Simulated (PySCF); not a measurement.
The calculation's input:

```
{"job": {"kind": "uv", "xc": "wB97X-D", "basis": "def2-SVPD", "nstates": 8, "ntriplets": 3}, "charge": 0, "multiplicity": 1}
N     -0.842374     2.108596    -0.318508
Si    -0.995098     0.609271     0.533497
Si    -2.895037    -0.438859    -0.279147
Ge     1.038162    -0.524385     0.146014
N      0.583687    -1.854715    -1.045262
Si     3.012105     0.376242    -0.761081
H     -1.616745     2.752505    -0.324915
H      0.021593     2.624833    -0.260412
H     -1.113145     0.818537     2.001192
H     -3.016176    -0.423503    -1.739001
H     -2.934477    -1.853286     0.118226
H     -4.138622     0.149355     0.234306
H      1.434547    -1.233382     1.485360
H      1.310038    -2.503197    -1.312714
H     -0.247264    -2.393873    -0.848190
H      4.128043    -0.576048    -0.771707
H      2.806245     0.822277    -2.140534
H      3.455758     1.545949     0.006459
```

Launched as:

```sh
OMP_NUM_THREADS=1 python probes_run.py task.json out
```

Geometry: GFN2-xTB.

Theory: PySCF, wB97X-D/def2-SVPD, SCF density, gas phase.

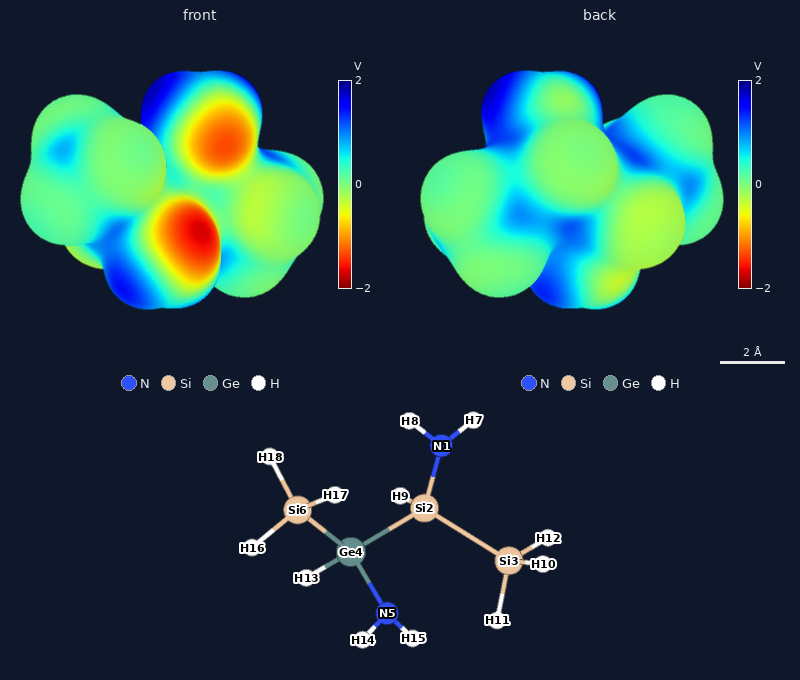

GeH12N2Si3. The molecular electrostatic potential painted on the density surface at 0.002 e/bohr³, seen from the front and from behind; red is negative and blue positive. The bare structure is drawn below in the same view.

Q: Where is the surface potential most negative and most positive?

A: The most negative region (about −1.6 V, or −37 kcal/mol for a unit charge) lies over N5, the most positive (about +1.7 V, or +39 kcal/mol for a unit charge) over H7 and H8. N5 is the likeliest acceptor of a hydrogen bond.

Q: What dipole moment does the calculation give?

A: Its dipole moment is 0.94 D.
